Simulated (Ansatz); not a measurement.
# YSi2: how well frozen cores do, part 2 of 2

The same cell of YSi2 is computed with full-potential LAPW, frozen-core PAW and all-electron PAW on datasets made for the crystal, to set the results side by side.

Ansatz 0.2.0; DFT PBEsol; a database cell (COD). «Crystal datasets» are all-electron PAW datasets made for this crystal.

## (3) Frozen-core PAW

File input.yaml:

```yaml
crystal:
  lattice:
    - [3.8300011707, 0.0, 0.0]
    - [-1.9150005853, 3.3168783103, 0.0]
    - [0.0, 0.0, 4.14]
  atoms:
    - { symbol: "Y", position: [0.0, 0.0, 0.0] }
    - { symbol: Si, position: [0.3333333333, 0.6666666667, 0.5] }
    - { symbol: Si, position: [0.6666666667, 0.3333333333, 0.5] }
kpoints:
  mp_grid: { grid: [12, 12, 10] }
  band_path:
    path:
      - [0.0, 0.0, 0.0]
      - [0.5, 0.0, 0.0]
      - [0.3333333333, 0.3333333333, 0.0]
      - [0.0, 0.0, 0.0]
      - [0.0, 0.0, 0.5]
      - [0.5, 0.0, 0.5]
      - [0.3333333333, 0.3333333333, 0.5]
      - [0.0, 0.0, 0.5]
      - [0.5, 0.0, 0.5]
    npoints: 14
scf:
  occupations: { method: fermi_dirac, width: 0.05 }
hamiltonian:
  xc: pbesol
  pseudopotentials: { kind: paw }
output:
  forces: true
  stress: true
  eigenvalues: true
  efg: { contact_densities: true }
  populations: true
  bader: true
  dos: { projected: true, de: 0.2, e_range: [-14, 8] }
  write_density: true
  write_potential: true
  elf: true
  volumetric_format: npy
```

Run with:

```console
$ ansatz run input.yaml --threads 1 --pin off --max-ram 4096MiB --backend cpu --events-out ev --progress --plain --runs-dir out
```

Output:

```text
Y: output.efg is read without spin–orbit coupling, which moves field gradients at and beside such atoms by some per cent and up to a factor of two; PAW files take it under magnetization.noncollinear and magnetization.spin_orbit
Engine: ansatz 0.2.0
Pseudopotentials: kind: paw
Pseudopotential: Y, paw, valence charge 11, recommended cutoff 420 eV (normal)
Pseudopotential: Si, paw, valence charge 4, recommended cutoff 420 eV (normal)
Functional definition: PBEsol
  exchange = pbesol_x
  correlation = pbesol_c
Crystal: 3 atoms, lattice volume = 52.593 Å³
Basis set: ecut = 420 eV, 1033 PW (Γ), exchange–correlation on 54×54×60 points (8 copies of the dense FFT grid, shifted against one another)
Bands: 14, of which v1, the nominal top of the filled ones, is band 10 counted from 1 (9 counted from 0)
Symmetry: 24 space group operations
Space group: P6/mmm (ITA 191), of the structure as read, at distance tolerance 3.7e-5 Å
k-points: 114 of 1440
Non-local potential: Y, projectors of the file, l = 0: 3, l = 1: 2, l = 2: 2, l = 3: 1
Non-local potential: Si, projectors of the file, l = 0: 2, l = 1: 2, l = 2: 2
PAW form: soft (Blöchl's): semilocal exchange-correlation on the pseudo side does not see the compensation charge
PAW frozen core: Y, regenerated for the run's functional, and the local potential with it (the file was generated under x = pbe(κ = 0.804, μ = 0.2195149727645171), c = pbe(β = 0.06672455060314922))
PAW frozen core: Si, regenerated for the run's functional, and the local potential with it (the file was generated under x = pbe(κ = 0.804, μ = 0.2195149727645171), c = pbe(β = 0.06672455060314922))
PAW one-centre angular grid: Y, 590 points (default); XC on 64 Gauss nodes
PAW one-centre angular grid: Si, 110 points (default); XC on 64 Gauss nodes
Initial density: superposition of atomic densities (neutral atoms: chi_scale 0, normalization atom), corrected by the library's trained network
Initial wavefunctions: pseudopotential atomic-orbital guess
Functional: x = pbesol(κ = 0.804, μ = 0.12345679012345678), c = pbesol(β = 0.046)
SCF iter   1: F=—  HF=-5039.634938 eV  |F-HF|=—  |Δ(HF+E_count)|=         —  Δρ=2.37e-3  dr2=4.73e-3  ethr=1.77e-3  ⟨swp⟩=5.3  Hψ=9460  notcnv=0
preconditioner: auto → none  [metal: Δε(μ)=0.033 eV  Ē_g=7.748 eV  σ=0.050 eV  W_gap=0.16  n_scr=8 (ndim 8)  ℏωp=17.0 eV  f_vac=0.000  D(μ)=1.77/eV (n_scr^D=20)  sad-step TF]
SCF iter   2: F=—  HF=-5039.633879 eV  |F-HF|=—  |Δ(HF+E_count)|=   1.06e-3  Δρ=1.32e-3  dr2=1.22e-3  ethr=2.49e-5  ⟨swp⟩=1.6  Hψ=2723  notcnv=0
SCF iter   3: F=—  HF=-5039.633672 eV  |F-HF|=—  |Δ(HF+E_count)|=   2.07e-4  Δρ=2.78e-4  dr2=1.39e-4  ethr=6.43e-6  ⟨swp⟩=2.4  Hψ=2192  notcnv=0
SCF iter   4: F=—  HF=-5039.633634 eV  |F-HF|=—  |Δ(HF+E_count)|=   3.82e-5  Δρ=6.70e-5  dr2=5.25e-6  ethr=7.31e-7  ⟨swp⟩=2.3  Hψ=2019  notcnv=0
SCF iter   5: F=—  HF=-5039.633639 eV  |F-HF|=—  |Δ(HF+E_count)|=   4.91e-6  Δρ=2.33e-5  dr2=6.06e-7  ethr=2.76e-8  ⟨swp⟩=2.1  Hψ=2233  notcnv=0
SCF iter   6: F=—  HF=-5039.633639 eV  |F-HF|=—  |Δ(HF+E_count)|=   1.57e-7  Δρ=9.77e-6  dr2=1.54e-7  ethr=5.26e-10  ⟨swp⟩=8.7  Hψ=10468  notcnv=0
SCF iter   7: F=-5039.633639 eV  HF=-5039.633639 eV  |F-HF|=9.13e-9  |Δ(HF+E_count)|=   4.10e-8  Δρ=2.81e-6  dr2=1.16e-8  ethr=5.26e-10  ⟨swp⟩=7.2  Hψ=7943  notcnv=0
SCF 1 converged in 7 iterations: F = -5039.633639 eV  dr2 = 1.16e-8
NSCF: frozen V_eff on 113 k-points
SCF converged after 7 iterations
Free energy (F): -5039.633639 eV
Harris-Foulkes:  -5039.633639 eV  (|F-HF|=9.13e-9)
Internal energy: -5039.619446 eV  (E = F + TS)
E sigma→0 (E₀):  -5039.626543 eV
Entropy (-TS):   -0.014193 eV (-4.731 meV/atom)
Fermi energy:    12.083135 eV
--- Per-component energies (eV) ---
  E_band       = -48.647804
  E_kinetic    = 396.319214
  E_local      = -569.499959  (includes V_loc(G=0)·N_el)
  E_nonlocal   = 104.459998
  E_hartree    = 189.487722
  E_xc         = -286.544511
  E_vxc        = -299.018776  (∫ρ·V_xc dr)
  E_paw        = -3771.779668  (= ΣΔE_a)
  E_vpaw       = -59.884288  (= ΣTr[D̂ρ^β])
  E_aug_tail   = 0.000014  (compensation charges beyond the density's cutoff)
  E_ewald      = -1102.274150
  E_core_change = 0.211894  (= ΣΔE_core)
  E_smearing   = -0.014193  (= −TS)
  E_closure    = 0.000000  (closes the sum)
  Σ components = -5039.633639   (vs F -5039.633639, Δ=0.00e0)
--- Forces (eV/Å), atoms counted from 1 ---
  atom   1  Y      0.00000000     0.00000000    -0.00000000
  atom   2  Si    -0.00000000    -0.00000000    -0.00000000
  atom   3  Si     0.00000000     0.00000000     0.00000000
  max |Σ_I F_I| component: 4.63e-17 eV/Å
--- Stress (GPa, compression-positive) ---
       15.137712       0.000000      -0.000000
        0.000000      15.137712      -0.000000
       -0.000000      -0.000000      -2.270687
  P = ⅓ Tr σ = 9.3349 GPa (93.349 kbar)
--- PAW observables at the nuclei: V_zz in 10²¹ V/m², potentials from the cell's mean, atoms counted from 1 ---
  atom   1  Y  V_zz =    -0.340740   η = 0.0000   by run symmetry: allowed
            electrostatic potential = -5717.697671 V   contact ρ = 443141.203409 e/Å³
  atom   2  Si V_zz =    -0.634928   η = 0.0000   by run symmetry: allowed
            electrostatic potential = -1364.579986 V   contact ρ = 12760.357721 e/Å³
  atom   3  Si V_zz =    -0.634928   η = 0.0000   by run symmetry: allowed
            electrostatic potential = -1364.579986 V   contact ρ = 12760.357721 e/Å³
--- Band table (eV; the first three rows and the last of 114) ---
  k-point 0: bands = ["-30.3456", "-10.4895", "-10.3230", "-10.3230", "-0.8703", "8.7243", "8.7243", "8.9070", "10.0214", "12.2292", "13.2828", "13.2828", "14.6273", "14.6273"]
  k-point 1: bands = ["-30.3452", "-10.5066", "-10.3219", "-10.3219", "-0.7910", "8.2301", "8.7769", "8.7769", "10.6924", "12.2949", "12.7957", "12.7957", "15.0619", "15.0619"]
  k-point 2: bands = ["-30.3439", "-10.5508", "-10.3190", "-10.3190", "-0.5731", "7.2492", "8.9260", "8.9260", "11.7010", "12.1185", "12.1185", "12.4855", "14.2903", "14.2903"]
  k-point 113: bands = ["-30.3167", "-10.5462", "-10.5082", "-10.5082", "2.6078", "2.6078", "6.4494", "8.9838", "8.9838", "13.4079", "15.3902", "15.3902", "15.9116", "16.4143"]
--- Löwdin populations: 3 sites ---
  site symbol       q [e]
     0      Y     10.7205
     1     Si      4.0463
     2     Si      4.0463
  spilling = 0.009834 (of n_electrons = 19.000000)
--- Bader charges: 3 sites ---
  site symbol  charge [e]  shift [e]
     0      Y      1.4328     0.0000
     1     Si     -0.7167     0.0000
     2     Si     -0.7161     0.0000
  estimated error of the sums over rays = 5.5e-4 e
```

It took 29 s on 1 thread of Arm Neoverse V1, shared host; peak memory 0.4 GiB.

Result: pressure 9.33 GPa; no gap; Vzz Y1 -0.34 (η = 0.00), Si2 -0.63 (η = 0.00) (10²¹ V/m²).

| atom | Bader charge (e) | basin volume (Å³) |
| --- | --- | --- |
| Y1 | +1.43 | 15.72 |
| Si2 | -0.72 | 18.44 |

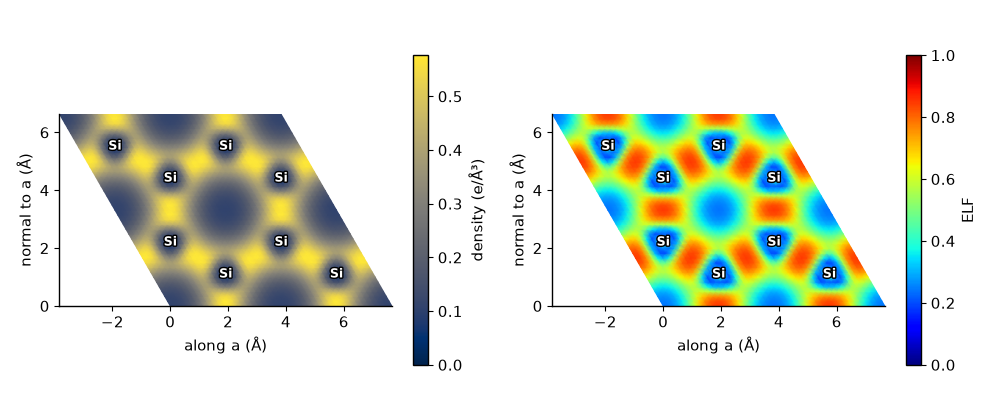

Density (left) and ELF (right) in a lattice plane of the grid's cell (edges 3.83 and 3.83 Å, at 0.500 of the third edge), which holds Si. Only atoms in the plane are labelled. Both are smooth fields of the valence electrons: close to the nuclei they are not physical.

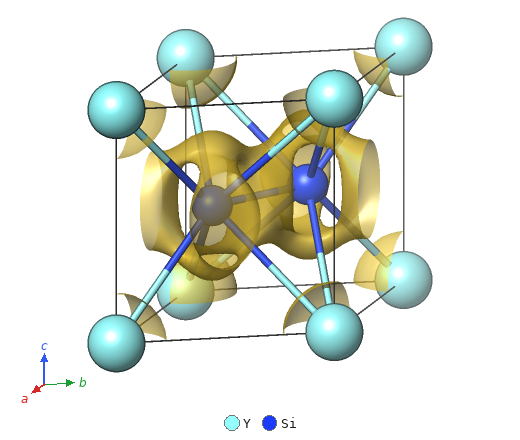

Surface of ELF = 0.71, drawn in one cell.

Maxima of ELF outside the ion cores: 0.85 on the Si–Si line, 1.1 Å from Si; 0.77 beside Si, off the lines to its neighbours, 1.1 Å from Si.

## (4) All-electron PAW on datasets made for the crystal

input.yaml: that of step 3 with these lines changed.

```diff
@@ -22,3 +22,3 @@
       - [0.5, 0.0, 0.5]
-    npoints: 14
+    npoints: 8
 scf:
@@ -27,3 +27,3 @@
   xc: pbesol
-  pseudopotentials: { kind: paw }
+  pseudopotentials: { kind: all_electron, datasets: crystal }
 output:
@@ -33,8 +33 @@
   efg: { contact_densities: true }
-  populations: true
-  bader: true
-  dos: { projected: true, de: 0.2, e_range: [-14, 8] }
-  write_density: true
-  write_potential: true
-  elf: true
-  volumetric_format: npy
```

Run with:

```console
$ ansatz run input.yaml --threads 1 --pin off --max-ram 4096MiB --backend cpu --events-out ev --progress --plain --runs-dir out
```

Output, shortened:

```text
[...]
Y: output.efg is read without spin–orbit coupling, which moves field gradients at and beside such atoms by some per cent and up to a factor of two; PAW files take it under magnetization.noncollinear and magnetization.spin_orbit
[...]
[... 1 set-up line as earlier in the session ...]
Pseudopotential: Y, paw, valence charge 11, recommended cutoff 220 eV (normal), Koelling and Harmon's equation, gaussian nucleus
Pseudopotential: Si, paw, valence charge 4, recommended cutoff 220 eV (normal), Koelling and Harmon's equation, gaussian nucleus
[... 1 set-up line as earlier in the session ...]
[...]
Crystal: 3 atoms, lattice volume = 52.593 Å³
Basis set: ecut = 220 eV, 395 PW (Γ), exchange–correlation on 40×40×48 points (8 copies of the dense FFT grid, shifted against one another)
Bands: 14, of which v1, the nominal top of the filled ones, is band 10 counted from 1 (9 counted from 0)
[... 1 set-up line as earlier in the session ...]
[...]
--- Stress (GPa, compression-positive) ---
       15.054002       0.000000      -0.000000
        0.000000      15.054002      -0.000000
       -0.000000      -0.000000      -2.281336
  P = ⅓ Tr σ = 9.2756 GPa (92.756 kbar)
--- PAW observables at the nuclei: V_zz in 10²¹ V/m², potentials from the cell's mean, atoms counted from 1 ---
  atom   1  Y  V_zz =    -0.337251   η = 0.0000   by run symmetry: allowed
            electrostatic potential = -5715.790568 V   contact ρ = 443206.006898 e/Å³
  atom   2  Si V_zz =    -0.765633   η = 0.0000   by run symmetry: allowed
            electrostatic potential = -1362.879238 V   contact ρ = 12769.259531 e/Å³
  atom   3  Si V_zz =    -0.765633   η = 0.0000   by run symmetry: allowed
            electrostatic potential = -1362.879238 V   contact ρ = 12769.259531 e/Å³
--- Band table (eV; the first three rows and the last of 114) ---
  k-point 0: bands = ["-28.4981", "-8.6404", "-8.4738", "-8.4738", "0.9770", "10.5713", "10.5713", "10.7538", "11.8717", "14.0750", "15.1339", "15.1339", "16.4782"]
[...]
```

Run time: 20 s. Hardware: 1 thread of Arm Neoverse V1, shared host; peak memory 0.49 GiB.

Result: pressure 9.28 GPa; no gap; Vzz Y1 -0.34 (η = 0.00), Si2 -0.77 (η = 0.00) (10²¹ V/m²).

| atom | contact density (e/Å³) |
| --- | --- |
| Y1 | 443206 |
| Si2 | 12769.26 |

## (5) The methods compared

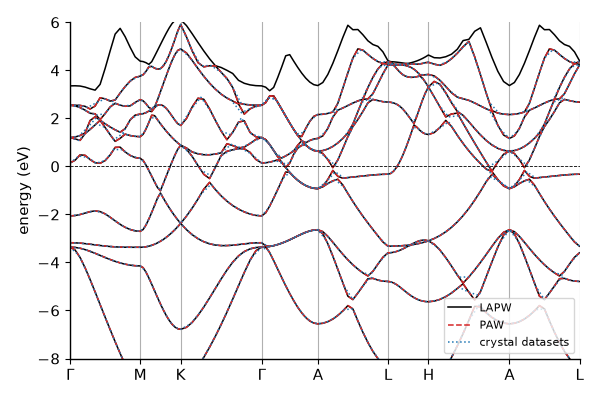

Bands of 3 runs (LAPW; PAW; crystal datasets) drawn together, counted from each run's Fermi level.

| method | pressure (GPa) | Vzz Y1 (10²¹ V/m²) | Vzz Si2 (10²¹ V/m²) | SCF cycles, by the record's count |
| --- | --- | --- | --- | --- |
| LAPW | 9.28 | – | – | 9 |
| PAW | 9.33 | -0.34 | -0.63 | 7 |
| crystal datasets | 9.28 | -0.34 | -0.77 | 8 |

## (6) Summary of results

The summary covers parts 1 to 2.

| quantity | value |
| --- | --- |
| pressure | LAPW 9.28, PAW 9.33, crystal datasets 9.28 GPa |
| gap (LAPW) | none |
| Bader charges (PAW) | Y1 +1.43, Si2 -0.72 e |
| highest ELF (PAW) | 0.85, 1.11 Å from Si |

**Reading.** The pressure of 9.3 GPa pushes the cell to expand, with the atoms held in place. The count of 53 electrons in bands leaves a band partly filled, so there is no gap. Within 0.3 eV of the Fermi level the largest projected share is Y 4d (43 %). The projection holds only the free atom's occupied shells (Y 5s, Y 4d, Si 3s, Si 3p in this range). The field gradient at Si2, the largest by crystal datasets, is -0.63 by PAW and -0.77 by crystal datasets (10²¹ V/m²); frozen cores can miss part of the core's response. Spin–orbit coupling is left out, which moves gradients at and beside heavy atoms by some per cent and at worst by a factor of two. PAW lies +0.05 GPa from LAPW in pressure. The price, with the outputs that each input asks for: 63 s for LAPW against 29 s for PAW, about 2.2 to one.
